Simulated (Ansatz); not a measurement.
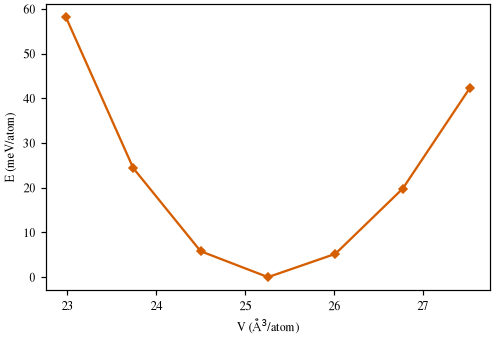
Figure: Y$_{3}$Au$_{2}$ in space group P4/mbm (No. 127; Au on 4g, Y on 2a, Y on 4h) under volume change, DFT-r²SCAN in the program Ansatz with PAW potentials, shape and atoms relaxed at each volume.

Question: What does a third-order Birch–Murnaghan fit give for V₀, B₀ and B′?

Answer: V₀ = 25.26 Å³/atom, B₀ = 77.2 GPa, B′ = 4.3.

The workflow started from an entry of the Crystallography Open Database (COD, 293 K). Whether it is the stable phase at ambient conditions was not checked. The r²SCAN relaxation kept the symmetry of its start; whether a distortion lowers the energy is not shown. No spin polarisation was allowed. Scalar-relativistic: spin–orbit coupling is off unless named, which matters more the heavier the elements.

Potentials: the later of the program's two PAW sets.
